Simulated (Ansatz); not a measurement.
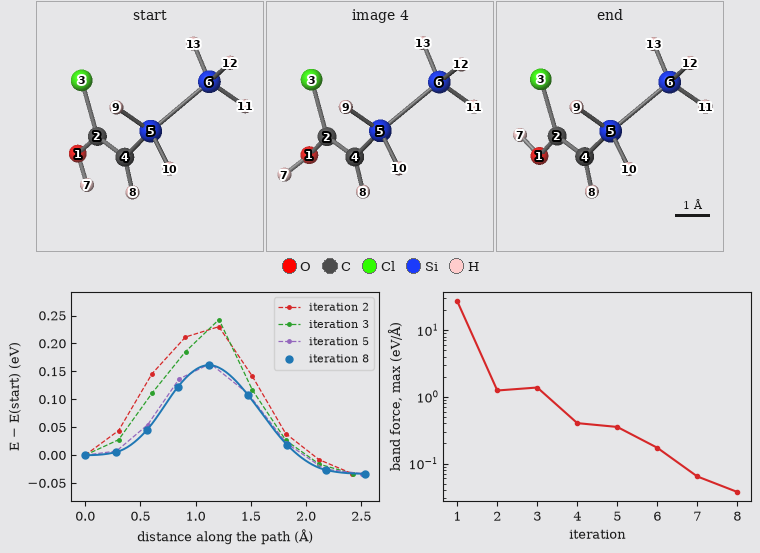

A nudged-elastic-band calculation for C2H7ClOSi2. Images are numbered from 0 (start) to 8 (end). The plot follows the band through its iterations. A ball-and-stick model, seen from a free direction.

Method: RKS r2SCAN/6-31G* (Ansatz 0.2.0). Run with 7 movable images; climbing image; force threshold 0.05 eV/Å; iteration limit 36; starting path through a guess of the saddle point.

### Judge this run.

The result is final at these settings. The band converged in 8 iterations. The largest component of the band force went from 27 to 0.038 eV/Å. The climbing image converged on the top of the path. Its vibrational analysis gives one imaginary mode (394i cm⁻¹), as a transition state must have. The first iteration put the highest image at 3.020 eV. The highest point, image 4, lies 0.161 eV above the start and 0.194 eV above the end; the end is at −0.033 eV relative to the start.

Cost: 6.7 min on 2 threads of Arm Neoverse V1, on a shared host, peak memory 0.21 GiB.
